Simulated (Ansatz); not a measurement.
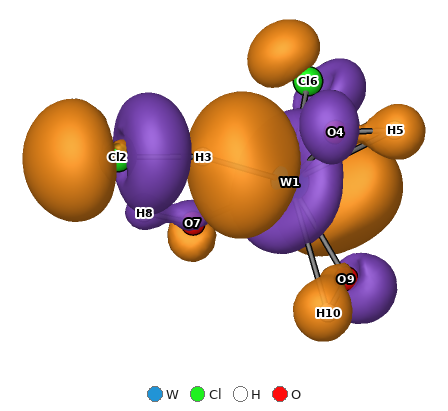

Figure. Cl2H4O3W. One frontier orbital at ±0.08 Å⁻³ᐟ² (orange and purple are the two phases), seen across its widest extent.

Core potentials replace the inner electrons of W.

Theory: Ansatz 0.2.0, RKS PBE/def2-SVP.

Input file:

```
crystal:
  periodic: [false, false, false]
  atoms:
    - { symbol: W, position_ang: [-0.508952, 0.038987, -0.54962] }
    - { symbol: Cl, position_ang: [1.390039, -0.640676, 2.441862] }
    - { symbol: H, position_ang: [1.507516, 0.339086, 1.525368] }
    - { symbol: O, position_ang: [-0.097296, 1.854313, -0.17396] }
    - { symbol: H, position_ang: [-0.729906, 2.440236, -0.67264] }
    - { symbol: Cl, position_ang: [-2.457975, 0.029111, 0.666051] }
    - { symbol: O, position_ang: [0.144124, -1.662679, -0.147061] }
    - { symbol: H, position_ang: [0.713756, -1.812052, 0.646951] }
    - { symbol: O, position_ang: [-0.063998, 0.092216, -2.383585] }
    - { symbol: H, position_ang: [0.929092, 0.113858, -2.466865] }
basis:
  gaussian: { orbitals: def2-SVP }
hamiltonian:
  xc: pbe
relax:
  f_tol: 0.03
  max_steps: 50
output:
  orbitals: {}
```

Run with:

```sh
ansatz run input.yaml --threads 4 --pin off --max-ram 5120MiB --backend cpu --events-out ev --progress --plain --runs-dir out
```

The fields are those of the run's last geometry, not of the input's.

Which orbital is it: HOMO or LUMO?

Answer. The HOMO, at −5.17 eV. It lies mainly on W1 (about 55 %), Cl2 (about 20 %) and H3 (about 5 %).
